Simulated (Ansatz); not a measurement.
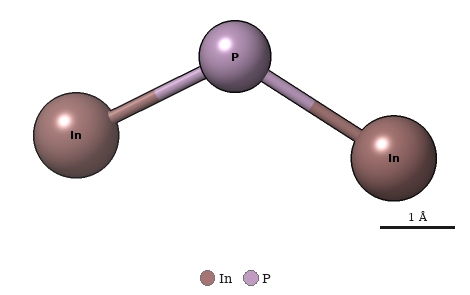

Fig. 1: The input geometry (ball-and-stick view, seen at a tilt). Sticks mark near contacts. Bond lengths as drawn: In–P 2.57 Å.

# Run report: In2P, geometry relaxation

System: In2P, multiplicity 4.
Method: UKS r2SCAN-D4/def2-TZVP (Ansatz 0.2.0).

The geometry: r2SCAN-D4/def2-TZVP start.

The input
```yaml
crystal:
  periodic: [false, false, false]
  atoms:
    - {symbol: In, position_ang: [-1.808839, 1.257027, -0.431725]}
    - {symbol: In, position_ang: [1.152114, -1.812462, 0.652703]}
    - {symbol: P, position_ang: [0.656725, 0.555424, -0.220978]}
basis:
  gaussian: {orbitals: def2-TZVP}
magnetization: {spin_polarized: true, initial_magnetization: 3}
hamiltonian: {xc: r2scan, dispersion: d4}
scf: {lower_state_search: "off"}
output: {orbitals: {seedname: orbitals}}
relax: {f_tol: 0.02, max_steps: 100}
```

Run as:
```bash
ansatz run in.yaml --threads 4 --pin off --events-out ev --progress --plain --max-ram 3916MiB
```

Output
```
Functional definition: r2SCAN
  name "r2SCAN"
  cite "Furness, Kaplan, Ning, Perdew & Sun, J. Phys. Chem. Lett. 11, 8208 (2020) doi:10.1021/acs.jpclett.0c02405"
  cite "Furness, Kaplan, Ning, Perdew & Sun, J. Phys. Chem. Lett. 11, 9248 (2020) doi:10.1021/acs.jpclett.0c03077"
  parent r2scan
  parameter k0 = 0.174
  parameter k1 = 0.065
  parameter a1 = 4.9479
  exchange = r2scan_x(k0 = k0, k1 = k1, a1 = a1)
  correlation = r2scan_c
these checks for a lower state are left out or cut short: stability, starts, cluster_reference, orbital_swaps, neighbouring_geometries, increment
1046 factors; their error is unknown
mean field evaluation 1: about -19634.8207 eV, gradient 2.2e1 eV
mean field evaluation 2: about -19603.1058 eV, gradient 6.2e1 eV
mean field evaluation 4: about -19638.2805 eV, gradient 4.4e0 eV
mean field evaluation 8: about -19638.4193 eV, gradient 8.6e-2 eV
mean field evaluation 16: about -19638.4166 eV, gradient 1.6e-4 eV
mean field -19638.41660562 eV, -721.6984988596 hartree, gradient 8.2e-6 eV, S^2 3.768407; 0 other end points of the search recorded, 0 dependent functions left out
the calculation of the forces begins
reference -19638.41663693 eV, -721.6985000103 hartree; 30, 27 occupied and 107, 110 virtual orbitals, 1046 factors
relax step   1: F+E_penalty+E_count = -19638.44452308 eV  Δ(F+E_penalty+E_count) = +0.000e0 eV  max|allowed force component| = 4.958e-1 eV/Å  Δτ_max = 0.0000 Å  (21 SCF iters, accepted)
these checks for a lower state are left out or cut short: stability, starts, cluster_reference, orbital_swaps, neighbouring_geometries, increment
1046 factors; their error is unknown
mean field evaluation 32: about -19638.7158 eV, gradient 1.5e-6 eV
mean field -19638.71578238 eV, -721.7094934027 hartree, gradient 5.0e-6 eV, S^2 3.768969; 0 other end points of the search recorded, 0 dependent functions left out
the calculation of the forces begins
reference -19638.71581254 eV, -721.7094945112 hartree; 30, 27 occupied and 107, 110 virtual orbitals, 1046 factors
relax step   2: F+E_penalty+E_count = -19638.74397013 eV  Δ(F+E_penalty+E_count) = -2.994e-1 eV  max|allowed force component| = 5.596e-1 eV/Å  Δτ_max = 0.1950 Å  (30 SCF iters, accepted)
these checks for a lower state are left out or cut short: stability, starts, cluster_reference, orbital_swaps, neighbouring_geometries, increment
1046 factors; their error is unknown
mean field -19639.02095507 eV, -721.7207082923 hartree, gradient 5.0e-6 eV, S^2 3.769135; 0 other end points of the search recorded, 0 dependent functions left out
the calculation of the forces begins
reference -19639.02098384 eV, -721.7207093496 hartree; 30, 27 occupied and 107, 110 virtual orbitals, 1046 factors
relax step   3: F+E_penalty+E_count = -19639.04879361 eV  Δ(F+E_penalty+E_count) = -3.048e-1 eV  max|allowed force component| = 5.473e-1 eV/Å  Δτ_max = 0.1965 Å  (27 SCF iters, accepted)
these checks for a lower state are left out or cut short: stability, starts, cluster_reference, orbital_swaps, neighbouring_geometries, increment
1046 factors; their error is unknown
mean field -19639.26523800 eV, -721.7296855245 hartree, gradient 6.6e-6 eV, S^2 3.768168; 0 other end points of the search recorded, 0 dependent functions left out
the calculation of the forces begins
reference -19639.26526522 eV, -721.7296865246 hartree; 30, 27 occupied and 107, 110 virtual orbitals, 1046 factors
relax step   4: F+E_penalty+E_count = -19639.28695828 eV  Δ(F+E_penalty+E_count) = -2.382e-1 eV  max|allowed force component| = 3.979e-1 eV/Å  Δτ_max = 0.1938 Å  (30 SCF iters, accepted)
these checks for a lower state are left out or cut short: stability, starts, cluster_reference, orbital_swaps, neighbouring_geometries, increment
1046 factors; their error is unknown
mean field -19639.32227657 eV, -721.7317816532 hartree, gradient 6.0e-6 eV, S^2 3.768846; 0 other end points of the search recorded, 0 dependent functions left out
the calculation of the forces begins
reference -19639.32230225 eV, -721.7317825969 hartree; 30, 27 occupied and 107, 110 virtual orbitals, 1046 factors
relax step   5: F+E_penalty+E_count = -19639.34335821 eV  Δ(F+E_penalty+E_count) = -5.640e-2 eV  max|allowed force component| = 3.008e-1 eV/Å  Δτ_max = 0.1948 Å  (28 SCF iters, accepted)
these checks for a lower state are left out or cut short: stability, starts, cluster_reference, orbital_swaps, neighbouring_geometries, increment
1046 factors; their error is unknown
mean field evaluation 64: about -19639.3476 eV, gradient 9.6e-2 eV
mean field -19639.34780603 eV, -721.7327198437 hartree, gradient 9.4e-6 eV, S^2 3.768919; 0 other end points of the search recorded, 0 dependent functions left out
the calculation of the forces begins
reference -19639.34783216 eV, -721.7327208037 hartree; 30, 27 occupied and 107, 110 virtual orbitals, 1046 factors
relax step   6: F+E_penalty+E_count = -19639.36893208 eV  Δ(F+E_penalty+E_count) = -2.557e-2 eV  max|allowed force component| = 1.305e-2 eV/Å  Δτ_max = 0.0640 Å  (22 SCF iters, accepted)
```

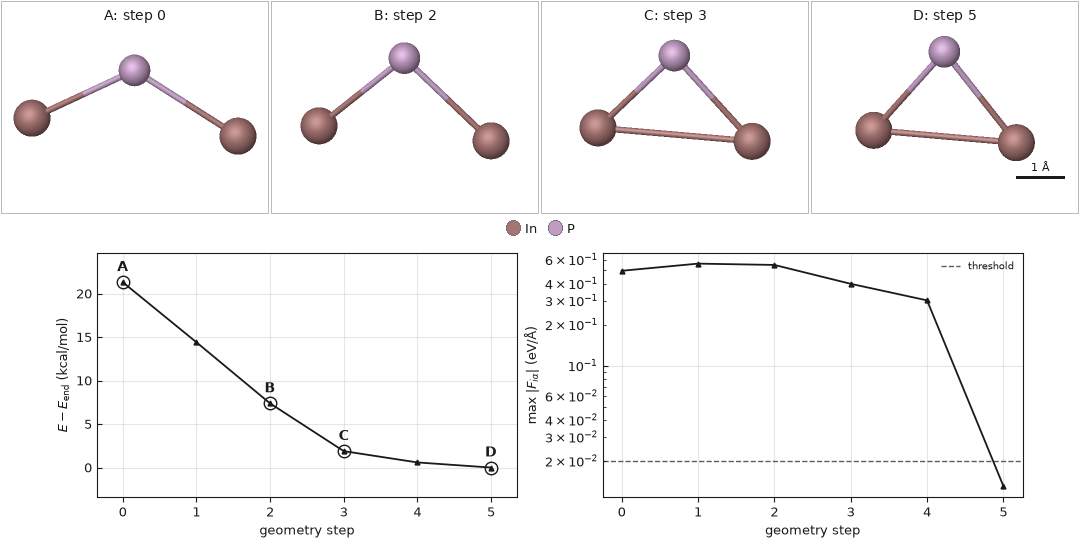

Fig. 2: Frames of the relaxation (ball-and-stick view, seen at a tilt) above the curves, on which the letters mark them (the first geometry is step 0 here and step 1 in the log).

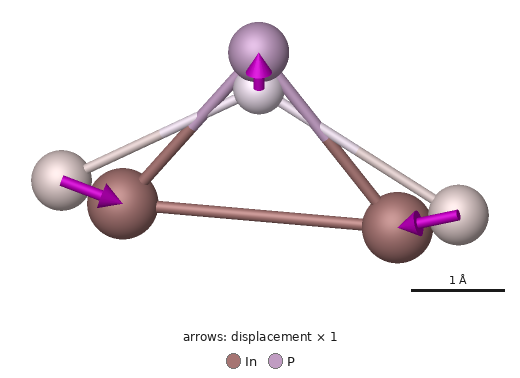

Fig. 3: Start (faint) and end (solid) with the displacements as pink arrows, at true length (ball-and-stick view, seen at a tilt). The two geometries are laid on each other by the best rigid fit. The largest moves after the best rigid fit, 0.71 Å, are those of In1 and In2. Largest moves by element: In 0.71 Å, P 0.44 Å. Among the contacts that change: In1–In2 4.401 → 3.045 Å, In1–P3 2.572 → 2.505 Å. New bonds form: In1–In2 (4.40 → 3.05 Å). Among the angles that change: In1–P3–In2 117.6° → 74.9°. After 5 geometry steps the energy has fallen by 21.3 kcal/mol. Largest force component: 0.5 eV/Å at the start, 0.013 eV/Å at the end. (Atoms are counted from 1 in the order of the input.)

```
Total energy: -19639.36895821 eV, -721.7334971717 hartree
Atom 0 at    -1.514644     0.647392    -0.210246 Å, force    -0.012024     0.000186     0.000180 eV/Å
Atom 1 at     0.534233    -1.476592     0.540142 Å, force    -0.001022    -0.011219     0.004209 eV/Å
Atom 2 at     0.980411     0.829189    -0.329896 Å, force     0.013046     0.011033    -0.004389 eV/Å
Dipole moment:    -0.284263    -0.240418     0.095651 e Å
Checks for a lower state left out: stability, starts, cluster_reference, orbital_swaps, neighbouring_geometries, increment
```

Trajectory as extended XYZ (Å, eV, eV/Å), 6 frames, from step=1 to step=6
```
3
Properties=species:S:1:pos:R:3:forces:R:3 step=1 energy=-19638.44452
In   -1.8088    1.2570   -0.4317    0.1515  -0.4811   0.1765
In    1.1521   -1.8125    0.6527   -0.4958   0.1899  -0.0606
P     0.6567    0.5554   -0.2210    0.3443   0.2912  -0.1159
3
Properties=species:S:1:pos:R:3:forces:R:3 step=2 energy=-19638.74397
In   -1.7532    1.0816   -0.3674    0.3955  -0.5596   0.2007
In    0.9713   -1.7428    0.6305   -0.5545   0.4251  -0.1472
P     0.7818    0.6612   -0.2631    0.1590   0.1345  -0.0535
3
Properties=species:S:1:pos:R:3:forces:R:3 step=3 energy=-19639.04879
In   -1.6715    0.9136   -0.3064    0.4476  -0.5473   0.1950
In    0.8012   -1.6497    0.5992   -0.5361   0.4724  -0.1652
P     0.8704    0.7361   -0.2929    0.0885   0.0749  -0.0298
3
Properties=species:S:1:pos:R:3:forces:R:3 step=4 energy=-19639.28696
In   -1.5649    0.7614   -0.2517    0.0488  -0.3792   0.1405
In    0.6502   -1.5349    0.5595   -0.3979   0.0839  -0.0231
P     0.9146    0.7736   -0.3078    0.3491   0.2952  -0.1175
3
Properties=species:S:1:pos:R:3:forces:R:3 step=5 energy=-19639.34336
In   -1.4817    0.5958   -0.1917   -0.2862   0.3008  -0.1063
In    0.4828   -1.4407    0.5278    0.2905  -0.2971   0.1049
P     0.9989    0.8448   -0.3361   -0.0044  -0.0037   0.0015
3
Properties=species:S:1:pos:R:3:forces:R:3 step=6 energy=-19639.36893
In   -1.5146    0.6474   -0.2102   -0.0120   0.0002   0.0002
In    0.5342   -1.4766    0.5401   -0.0010  -0.0112   0.0042
P     0.9804    0.8292   -0.3299    0.0130   0.0110  -0.0044
```

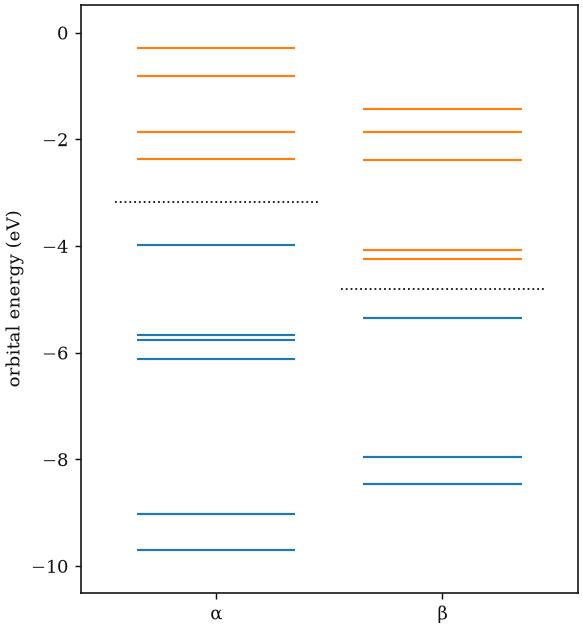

Fig. 4: Orbital energies near the frontier for α and β spins; the dotted line parts filled from empty levels, and levels within 0.02 eV of each other stand side by side. α: highest filled −3.98 eV, lowest empty −2.38 eV, 1.60 eV apart; β: highest filled −5.36 eV, lowest empty −4.25 eV, 1.11 eV apart.

Results in brief

| quantity | value |
| --- | --- |
| outcome | converged |
| total energy | −19639.3690 eV |
| mean-field energy | −19639.3478 eV |
| dispersion energy | −0.0211 eV |
| ⟨S²⟩ | 3.769 |
| HOMO (either spin) | −3.98 eV |
| LUMO (either spin) | −4.25 eV |
| largest force (length of the vector) at the end | 0.018 eV/Å |
| dipole moment | 1.85 D |
| hardware | 4 threads of Arm Neoverse V1, 23 GiB of memory available, shared host |
| wall time | 15 s (CPU time 54 s) |
| peak memory | 0.33 GiB |
